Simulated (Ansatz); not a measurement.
## Electronic structure of AlClH4O3Si in real space

```xyz
10

O    -0.6795   -2.4406   -0.2680
Al    0.5420   -1.4332    0.3815
Si    0.0481    0.9312    0.0733
O    -0.9305    1.3215   -1.2173
O     1.4466    1.7970   -0.1258
Cl   -0.9454    1.5673    1.8332
H    -0.7187   -3.4014   -0.2323
H     1.7790   -2.0676    1.1434
H    -1.8178    0.9420   -1.2313
H     1.3592    2.7326   -0.3537
```

The calculation used RKS B3LYP/def2-SVP (Ansatz).

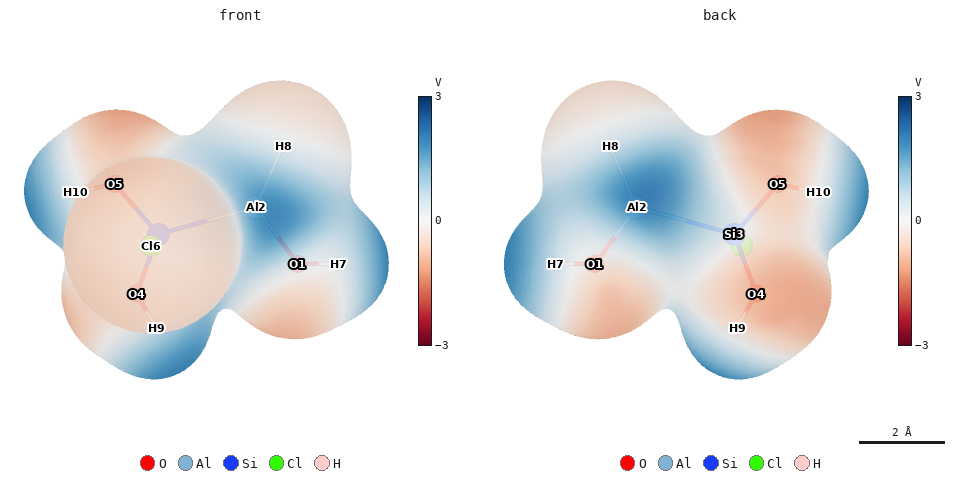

Figure 1. The molecular electrostatic potential painted on the density surface at 0.001 e/bohr³, seen from the front and from behind; red is negative and blue positive.

Where is the surface potential most negative and most positive?

Answer. The most negative region (about −1.1 V) lies over O4 and O5, the most positive (about +2.0 V) over Al2 and H9.

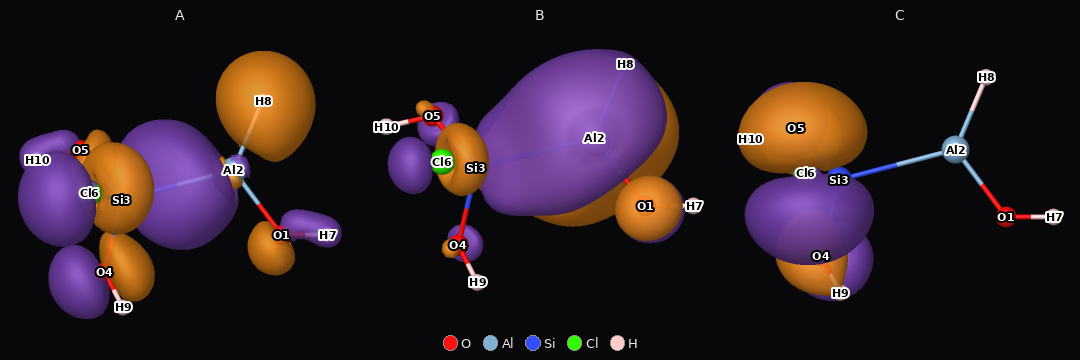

Figure 2. Three frontier orbitals at ±0.08 Å⁻³ᐟ² (orange and purple are the two phases), in no order.

Which picture is the HOMO−1, the HOMO and the LUMO?

Answer. C is the HOMO−1 (−8.24 eV). Its weight (Hirshfeld) is mainly on Cl6 (about 70 %), O4 (about 15 %) and O5 (about 10 %); largely a lone pair of Cl6. A is the HOMO (−7.24 eV). It lies mainly on Si3 (about 25 %), Al2 (about 25 %), Cl6 (about 20 %), H8 (about 15 %) and O4 (about 10 %). B is the LUMO (−1.46 eV). Its weight (Hirshfeld) is mainly on Al2 (about 65 %), Si3 (about 15 %) and O1 (about 10 %).

What is the HOMO–LUMO gap?

Answer. 5.78 eV between the orbital energies.

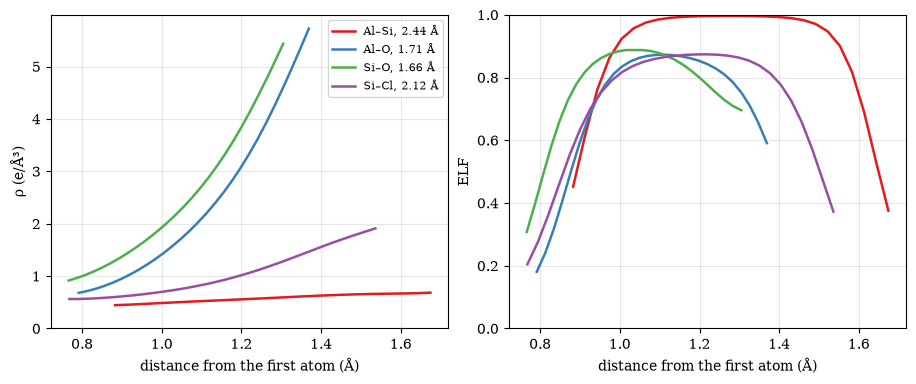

Figure 3. Total electron density and electron localisation function along straight lines between neighbouring atoms. The curves leave out the atomic cores.

Compare the contacts.

Answer. Al–Si (2.44 Å): ρ at the midpoint is about 0.56 e/Å³; the ELF peaks at about 1 between the atoms; localised, covalent bonding.
Al–O (1.71 Å): ρ is about 0.81 e/Å³ halfway; the ELF peaks at about 0.85 in the valence shell of O, 0.6 Å from its nucleus, and is about 0.40 at the midpoint.
Si–O (1.66 Å): the density is about 1.1 e/Å³ at the midpoint; the ELF peaks at about 0.90 between the atoms, as expected for a shared but strongly polarised pair.
Si–Cl (2.12 Å): ρ is about 0.77 e/Å³ halfway; the ELF peaks at about 0.85 between the atoms: a polar covalent bond.

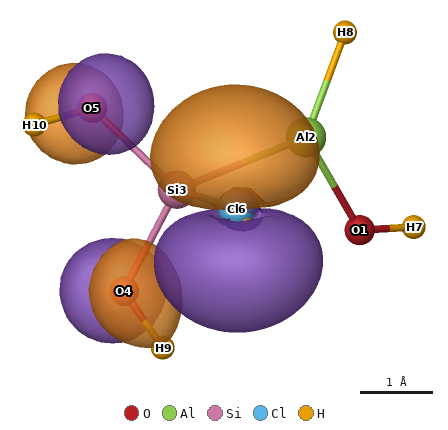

Figure 4. The HOMO−1 at ±0.1 Å⁻³ᐟ² (orange and purple are the two phases), seen at an oblique angle.

Where does this orbital lie, and at what energy?

Answer. It lies mainly on Cl6 (about 70 %), O4 (about 15 %) and O5 (about 10 %); largely a lone pair of Cl6. Its energy is −8.24 eV.
